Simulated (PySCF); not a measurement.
# MP2/STO-3G run of C2H5AlFS− (SMILES FC[C]([AlH3-])=S)

What is the vertical ionisation energy of C2H5AlFS− at MP2/STO-3G? Input form: a Python script.

The calculation is run with PySCF 2.14.0.

### Step 1. The molecule

C2H5AlFS− has 10 atoms, charge -1, and is taken as a singlet. SMILES: `FC[C]([AlH3-])=S`. Geometry: a GFN2-xTB relaxation, a rough one for these elements and not checked as a minimum. This is one conformer, not always the lowest.

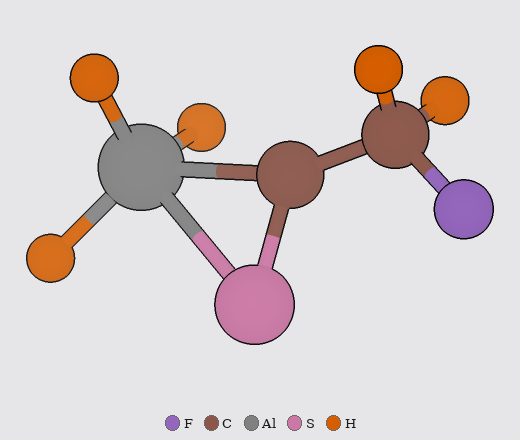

Viewed from a chosen angle; fluorine purple, carbon brown, aluminium grey, sulfur pink, hydrogen orange.

### Step 2. A single-point energy at MP2/STO-3G

The input, run.py:

```python
from pyscf import gto, scf, mp

molecule = gto.M(
    atom=[
    ('F', (-0.833940, 0.915380, -2.492770)),
    ('C', (-0.636000, 1.120720, -1.122140)),
    ('C', (-0.059380, 0.022100, -0.317030)),
    ('Al', (0.622890, -0.957750, 1.387340)),
    ('S', (0.357680, -1.405410, -1.037300)),
    ('H', (0.017810, 1.999310, -1.046340)),
    ('H', (-1.622860, 1.381580, -0.717090)),
    ('H', (1.762800, 0.151710, 1.626840)),
    ('H', (1.204070, -2.431330, 1.621850)),
    ('H', (-0.813070, -0.796310, 2.096640)),
],
    basis='sto-3g',
    max_memory=1860,
    verbose=3,
    charge=-1,
)

mf = scf.RHF(molecule)
mf.conv_tol = 1e-10
mf.kernel()
if not mf.converged:
    mf = mf.newton().run(mf.mo_coeff, mf.mo_occ)

pt = mp.MP2(mf, frozen=13).run()
e_tot = pt.e_tot
print('E = %.10f Eh' % e_tot)
```

Launch:

```sh
OMP_NUM_THREADS=1 python run.py
```

What it wrote:

```text
converged SCF energy = -807.706567567461
E(RMP2) = -807.896950053317  E_corr = -0.1903824858562
E(SCS-RMP2) = -807.909115933603  E_corr = -0.202548366141604
E = -807.8969500533 Eh
```

Wall time 1 s (1 thread of Arm Neoverse V1, shared host); peak memory 0.12 GiB.

### Step 3. Doublet neutral C2H5AlFS

The input, run.py:

```python
from pyscf import gto, scf, mp

mol = gto.M(
    atom='''
F     -1.575918     1.729817    -4.710653
C     -1.201866     2.117854    -2.120537
C     -0.112212     0.041763    -0.599100
Al     1.177092    -1.809885     2.621693
S      0.675917    -2.655840    -1.960213
H      0.033656     3.778148    -1.977296
H     -3.066761     2.610808    -1.355104
H      3.331209     0.286690     3.074282
H      2.275363    -4.594548     3.064852
H     -1.536480    -1.504808     3.962075
''',
    spin=1,
    verbose=3,
    unit='bohr',
    charge=0,
    max_memory=1860,
    basis='sto-3g',
)

calc0 = scf.UHF(mol)
calc0.conv_tol = 1e-10
calc0.kernel()
if not calc0.converged:
    calc0 = calc0.newton().run(calc0.mo_coeff, calc0.mo_occ)

pt = mp.MP2(calc0, frozen=13).run()
etot = pt.e_tot
print(f'total energy: {etot:.8f} hartree')
```

Launch:

```sh
OMP_NUM_THREADS=1 python run.py
```

What it wrote:

```text
converged SCF energy = -807.770837590626  <S^2> = 0.77460516  2S+1 = 2.0244556
E(UMP2) = -807.97089175971  E_corr = -0.200054169083685
E(SCS-UMP2) = -807.980003837706  E_corr = -0.209166247079932
total energy: -807.97089176 hartree
```

Run time: 1.2 s. Hardware: 1 thread of Arm Neoverse V1, shared host; peak memory 0.12 GiB.

### Step 4. Outcome

Level: MP2/STO-3G, 13 core orbitals frozen.

| quantity | value |
| --- | --- |
| singlet C2H5AlFS−: total energy | -807.89695 Eh |
| singlet C2H5AlFS−: HOMO energy (Hartree–Fock orbitals) | 1.08 eV |
| singlet C2H5AlFS−: LUMO energy (Hartree–Fock orbitals) | 12.41 eV |
| singlet C2H5AlFS−: HOMO–LUMO gap (to an unbound level, set by the basis) | 11.34 eV |
| singlet C2H5AlFS−: correlation energy (13 core orbitals frozen) | -190.4 mEh |
| doublet neutral C2H5AlFS: total energy | -807.97089 Eh |
| doublet neutral C2H5AlFS: dipole moment (Hartree–Fock density) | 4.39 D |
| doublet neutral C2H5AlFS: HOMO energy (Hartree–Fock orbitals) (highest over α and β) | -7.21 eV |
| doublet neutral C2H5AlFS: LUMO energy (Hartree–Fock orbitals) (lowest over α and β) | 2.49 eV |
| doublet neutral C2H5AlFS: correlation energy (13 core orbitals frozen) | -200.1 mEh |
| doublet neutral C2H5AlFS: ⟨S²⟩ of the reference determinant | 0.775 |
| vertical detachment energy (to the doublet neutral) | -2.012 eV |

What this shows: The species is unbound against losing an electron at this level, by 2.01 eV (−194 kJ/mol); missing correlation or diffuse functions can give that sign where the real anion is bound. In a minimal basis such a difference can be off by several eV, whatever the method. Mulliken charges (singlet C2H5AlFS−) of the mean-field density run from -0.40 on H10 to +0.85 on Al4; they depend strongly on the basis. The HOMO (singlet C2H5AlFS−) lies at positive energy, 1.08 eV: the electron is unbound at this level or held by a compact basis; values depend on the basis.
